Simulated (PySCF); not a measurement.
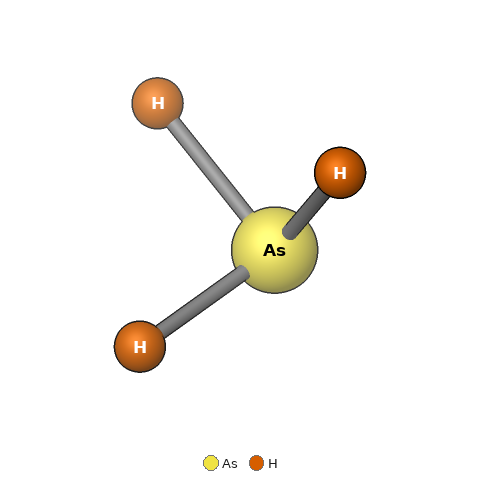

Depth is shown by fading: the farther an atom, the more it takes the colour of the background. The geometry was computed by an optimisation with PBE0-D3(BJ)/def2-TZVP. No frequency run is at hand to confirm it as a minimum.

List the symmetry elements and name the point group.

Answer. It has 1 C3 axis and 3 mirror planes, so the point group is C3v. The group has 6 operations. The geometry is achiral, and symmetry allows a dipole moment.
